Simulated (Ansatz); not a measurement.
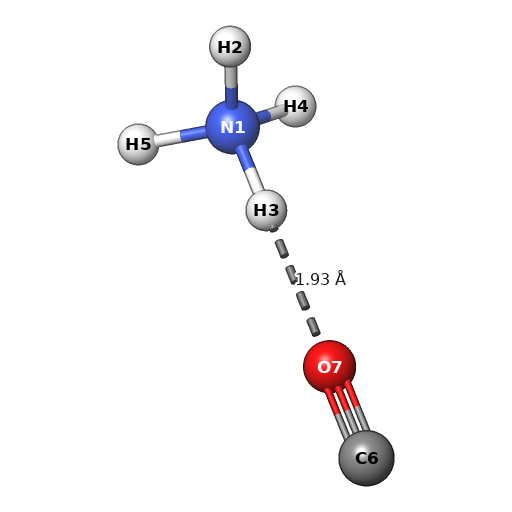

Two molecules or ions; the broken line marks their closest contact (measured against van der Waals radii). State: charge +1, singlet. Computed geometry: PBE0-D4/def2-TZVP optimisation. Program: Ansatz 0.2.0.

Q: Which two species are they?

A: NH4 and CO (`[C-]#[O+].[NH4+]`).

Give the counterpoise-corrected interaction energy (kcal/mol, monomers kept as in the pair) with CCSD(T)/CBS (MP2 limit from def2-TZVPPD and def2-QZVPPD plus CCSD(T) − MP2); HSE06 (plane-wave form)-D4/def2-TZVPPD; PBE-D4/def2-TZVPPD; BLYP-D4/def2-TZVPPD; RHF-CCSD(T) (frozen core)/def2-TZVPPD; RHF-MP2 (frozen core)/def2-QZVPPD.

```tsv
level	interaction energy (kcal/mol)
CCSD(T)/CBS (MP2 limit from def2-TZVPPD and def2-QZVPPD plus CCSD(T) − MP2)	−5.0
HSE06 (plane-wave form)-D4/def2-TZVPPD	−5.4
PBE-D4/def2-TZVPPD	−5.0
BLYP-D4/def2-TZVPPD	−5.1
RHF-CCSD(T) (frozen core)/def2-TZVPPD	−4.6
RHF-MP2 (frozen core)/def2-QZVPPD	−4.0
```
